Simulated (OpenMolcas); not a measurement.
**Single-point calculation, with input and output: CH$_{3}$**

The run: single-point calculation of CH$_{3}$, multiplicity 2, SMILES [CH3]. Method and program: CASSCF/3-21G (OpenMolcas 26.06).

A bond length was changed on purpose from its optimised value.

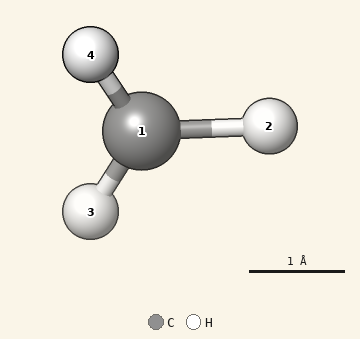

Fig. 1: The input geometry (ball-and-stick view, seen at a tilt; atoms are numbered from 1 in the order of the input).

Input:
```
* CH3 CASSCF

&GATEWAY
 BasLib = $CurrDir
 BasisSet
 C.3-21G....
 C1 -0.022801 -0.225488 -0.146809 angstrom
 End of Basis
 BasisSet
 H.3-21G....
 H2 0.091200 0.901900 0.587200 angstrom
 H3 -0.906001 -0.393088 -0.745509 angstrom
 H4 0.769199 -0.959788 -0.135409 angstrom
 End of Basis

&SEWARD

&RASSCF
 FileOrb = $CurrDir/step1.RasOrb
 Spin = 2
 Nactel = 7 0 0
 Inactive = 1
 Ras2 = 7
 OrbListing = Nothing
 OrbAppear = Compact
```

Hardware: 1 thread of Arm Neoverse V1, 24 GiB of memory available, shared host.

Launch command:
```bash
export MOLCAS_MEM=1860
pymolcas step2.input > step2.log
```

Log:
```
--- Start Module: gateway ---

                                              &GATEWAY

                       available to each process: 1.9 GB of memory, 1 thread

 Basis Set     1 Label: C.3-21G....
 Basis set is read from library:.
 basistype.tbl is not found

 Basis Set     2 Label: H.3-21G....
 Basis set is read from library:.
 basistype.tbl is not found

++    Symmetry information:
      ---------------------

                    Character Table for C1

                             E
                    a        1  x, y, xy, Rz, z, xz, Ry, yz, Rx, I
--

++    Basis set information:
      ----------------------

      Basis set label: C.3-21G.........

      Electronic valence basis set:
      ------------------
      Associated Effective Charge   6.000000 au
      Associated Actual Charge      6.000000 au
      Nuclear Model: Point charge

      Shell  nPrim  nBasis  Cartesian Spherical Contaminant
         s       6       3        X
         p       3       2        X

      Basis set label: H.3-21G.........

      Electronic valence basis set:
      ------------------
      Associated Effective Charge   1.000000 au
      Associated Actual Charge      1.000000 au
      Nuclear Model: Point charge

      Shell  nPrim  nBasis  Cartesian Spherical Contaminant
         s       3       2        X
--

++    Molecular structure info:
      -------------------------

                    ************************************************
                    **** Cartesian Coordinates / bohr, angstrom ****
                    ************************************************

     Center  Label                x              y              z                     x              y              z
        1      C1              -0.043088      -0.426111      -0.277429             -0.022801      -0.225488      -0.146809
        2      H2               0.172343       1.704344       1.109647              0.091200       0.901900       0.587200
        3      H3              -1.712094      -0.742829      -1.408808             -0.906001      -0.393088      -0.745509
        4      H4               1.453575      -1.813736      -0.255886              0.769199      -0.959788      -0.135409

                    ***************************************
                    *    InterNuclear Distances / bohr    *
                    ***************************************

               1 C1            2 H2            3 H3            4 H4
    1 C1       0.000000
    2 H2       2.551319        0.000000
    3 H3       2.041056        3.985269        0.000000
    4 H4       2.041071        3.985364        3.535185        0.000000

                    *******************************************
                    *    InterNuclear Distances / angstrom    *
                    *******************************************

               1 C1            2 H2            3 H3            4 H4
    1 C1       0.000000
    2 H2       1.350100        0.000000
    3 H3       1.080080        2.108914        0.000000
    4 H4       1.080088        2.108964        1.870739        0.000000

                    **************************************
                    *    Valence Bond Angles / degree    *
                    **************************************
                          Atom centers                 Phi
                      2 H2       1 C1       3 H3       120.00
                      2 H2       1 C1       4 H4       120.00
                      3 H3       1 C1       4 H4       120.00
--

            Nuclear Potential Energy              9.01572579 au

--- Stop Module: gateway /rc=_RC_ALL_IS_WELL_ ---

--- Start Module: seward ---

                                              &SEWARD

                       available to each process: 1.9 GB of memory, 1 thread

               SEWARD will generate:
                  Multipole Moment integrals up to order  2
                  Kinetic Energy integrals
                  Nuclear Attraction integrals (point charge)
                  One-Electron Hamiltonian integrals
                  Velocity integrals
                  Orbital angular momentum around ( -0.0402  -0.3975  -0.2588 )
                  Velocity quadrupole around ( -0.0402  -0.3975  -0.2588 )
                  Two-Electron Repulsion integrals

                   Integrals are discarded if absolute value <: 1.00E-14
                   Integral cutoff threshold is set to       <: 1.00E-16

            Nuclear Potential Energy              9.01572579 au

      Basis set specifications :
      Symmetry species         a
      Basis functions           15

--- Stop Module: seward /rc=_RC_ALL_IS_WELL_ ---

--- Start Module: rasscf ---

                                              &RASSCF

                       available to each process: 1.9 GB of memory, 1 thread

      Header of the ONEINT file:
      --------------------------

      OrdInt status: non-squared

      Cartesian coordinates in angstrom:
      -----------------------------------------------------
      No.  Label        X            Y            Z
      -----------------------------------------------------
       1   C1        -0.02280100  -0.22548800  -0.14680900
       2   H2         0.09120000   0.90190000   0.58720000
       3   H3        -0.90600100  -0.39308800  -0.74550900
       4   H4         0.76919900  -0.95978800  -0.13540900
      -----------------------------------------------------
      Nuclear repulsion energy =    9.01572579

++    Wave function specifications:
      -----------------------------

      Number of closed shell electrons           2
      Number of electrons in active shells       7
      Max number of holes in RAS1 space          0
      Max nr of electrons in RAS3 space          0
      Number of inactive orbitals                1
      Number of active orbitals                  7
      Number of secondary orbitals               7
      Spin quantum number                      0.5
      State symmetry                             1
--

++    Orbital specifications:
      -----------------------

      Symmetry species                           1
                                                 a
      Frozen orbitals                            0
      Inactive orbitals                          1
      Active orbitals                            7
      RAS1 orbitals                              0
      RAS2 orbitals                              7
      RAS3 orbitals                              0
      Secondary orbitals                         7
      Deleted orbitals                           0
      Number of basis functions                 15
--

++    CI expansion specifications:
      ----------------------------

      Number of CSFs                           784
      Number of determinants                  1225
      Number of root(s) required                 1
      Root chosen for geometry opt.              1
      CI root used                               1

      highest root included in the CI            1
      max. size of the explicit Hamiltonian    200
--

++    Optimization specifications:
      ----------------------------

      RASSCF algorithm: Conventional
      Maximum number of macro iterations       200
      Maximum number of SX iterations          100
      Threshold for RASSCF energy            1.000E-08
      Threshold for max MO rotation          1.000E-01
      Threshold for max BLB element          1.000E-04
      Level shift parameter                  5.000E-01
      Make Quasi-Newton update
--

      The MO-coefficients are taken from the file:
      step1.RasOrb
      Title: RASSCF canonical orbitals for CASPT2

      Total molecular charge    0.00

      ************************************************************************************************************************
      *                                            Wave function control section                                             *
      ************************************************************************************************************************

                                         RASSCF iterations: Energy and convergence statistics
                                         ----------------------------------------------------

          iter iter root      energy       change     param      element    value   shift minimum  type update hh:mm:ss
 Nr of preliminary CI iterations:   3
        1   1   18    1   -39.33642440    0.00E+00  -4.01E-01*   2  15 1 -1.41E-02*  0.00   0.00    SX    NO    0:00:00
        2   4    7    1   -39.36900616   -3.26E-02* -1.28E-01*   4  12 1 -1.42E-02*  0.00   0.00    SX    NO    0:00:00
        3   3    7    1   -39.37327698   -4.27E-03*  5.67E-02    4  12 1 -5.36E-03*  0.00   0.00    SX    NO    0:00:00
        4   3    7    1   -39.37404279   -7.66E-04* -2.63E-02    3  14 1  2.51E-03*  0.00   0.00    SX    NO    0:00:00
        5   3    7    1   -39.37420563   -1.63E-04* -2.29E-02    3  14 1  1.60E-03*  0.00   1.93    LS   YES    0:00:00
        6   4    6    1   -39.37425422   -4.86E-05* -4.67E-03    3  14 1  8.34E-04*  0.00   1.07    QN   YES    0:00:00
        7   3    6    1   -39.37425888   -4.66E-06* -5.34E-03    3  14 1  3.13E-04*  0.00   2.16    LS   YES    0:00:00
        8   4    6    1   -39.37426074   -1.86E-06* -1.58E-03    2  15 1 -3.07E-04*  0.00   1.00    QN   YES    0:00:00
        9   4    5    1   -39.37426134   -6.07E-07* -6.28E-04    3  14 1 -1.46E-04*  0.00   1.33    QN   YES    0:00:00
       10   3    4    1   -39.37426140   -5.86E-08*  5.91E-05    3  14 1 -2.50E-05   0.00   1.06    QN   YES    0:00:00
       11   1    3    1   -39.37426140   -8.95E-10  -1.24E-05    1  15 1 -5.41E-06   0.00   1.01    QN   YES    0:00:00
      Convergence after 11 iterations
       12   1    3    1   -39.37426140   -3.72E-11  -1.24E-05    3  14 1  3.79E-07   0.00   1.01    QN   YES    0:00:00

      ************************************************************************************************************************
                                                      Wave function printout:
                       occupation of active orbitals, and spin coupling of open shells (u,d: Spin up or down)
      ************************************************************************************************************************

      Note: transformation to natural orbitals
      has been made, which may change the order of the CSFs.

      printout of CI-coefficients larger than  0.05 for root  1
      energy=     -39.374261
      conf/sym  1111111     Coeff  Weight
             1  222u000  -0.97472 0.95008
             8  22udu00   0.06276 0.00394
            80  220u200  -0.13368 0.01787
           115  202u002  -0.06311 0.00398
           123  ud2u0ud  -0.06156 0.00379
           128  022u020  -0.05208 0.00271

      Natural orbitals and occupation numbers for root  1
      sym 1:   1.980174   1.976521   1.952662   1.000000   0.048481   0.022060   0.020101

      ************************************************************************************************************************
      *                                                    Final results                                                     *
      ************************************************************************************************************************

++    Final optimization conditions:
      ------------------------------

      Average CI energy                             -39.37426140
      RASSCF energy for state  1                    -39.37426140
      Super-CI energy                                -0.00000000
      RASSCF energy change                            0.00000000
      Max change in MO coefficients              -3.152E-05
      Max non-diagonal density matrix element    -1.241E-05
      Maximum BLB matrix element                  3.790E-07
      (orbital pair   3,  14 in symmetry   1)
      Norm of electronic gradient            9.944E-07
--

      Final state energy(ies):
      ------------------------

::    RASSCF root number  1 Total energy:    -39.37426140
      Von Neumann Entropy (Root   1) =  0.83331

      Mulliken population analysis for root number:  1
      -----------------------------------------------

++    Molecular charges:
      ------------------

      Mulliken charges per centre
      ---------------------------

                C1      H2      H3      H4
      Total    6.4639  0.8892  0.8234  0.8234

      N-E     -0.4639  0.1108  0.1766  0.1766

      Total electronic charge=    9.000000

      Total            charge=   -0.000000
--

      Expectation values of various properties for root number:  1
      -----------------------------------------------------------

++    Molecular properties:
      ---------------------

      Charge (e):
                      =   -0.0000
      Dipole Moment (debye):
      Origin of the operator (angstrom)=   -0.0213   -0.2104   -0.1370
                   X= -1.3864E-02               Y= -1.3721E-01               Z= -8.9404E-02           Total=  1.6435E-01
      Quadrupole Moment (debye*angstrom):
      Origin of the operator (angstrom)=   -0.0213   -0.2104   -0.1370
                  XX= -7.6924E+00              XY= -3.0292E-01              XZ=  5.4704E-01              YY= -7.5683E+00
                  YZ=  6.6657E-01              ZZ= -8.2737E+00
      In traceless form (debye*angstrom)
                  XX=  2.2861E-01              XY= -4.5438E-01              XZ=  8.2056E-01              YY=  4.1475E-01
                  YZ=  9.9986E-01              ZZ= -6.4336E-01
--

      Mulliken spin population analysis for root number:  1
      ---------------------------------------------------

++    Molecular charges:
      ------------------

      Mulliken spin population per centre
      ---------------------------

                C1      H2      H3      H4
      Total    1.1893 -0.0782 -0.0556 -0.0556

      Total electronic spin=    1.000000
--

      Average orbitals are written to the RASORB file
      Natural orbitals for root   1 are written to the RASORB.1 file
      Spin density orbitals for root   1 are written to the SPDORB.1 file

--- Stop Module: rasscf /rc=_RC_ALL_IS_WELL_ ---

.##################.
.# Happy landing! #.
.##################.

    Timing: Wall=1.85 User=1.38 System=0.42
```

Results in brief:

```csv
quantity,value
outcome,converged
total energy,−39.374261 hartree
CASSCF energy,−39.374261 hartree
basis functions,15
wall time,2.1 s
peak memory,0.37 GiB
```
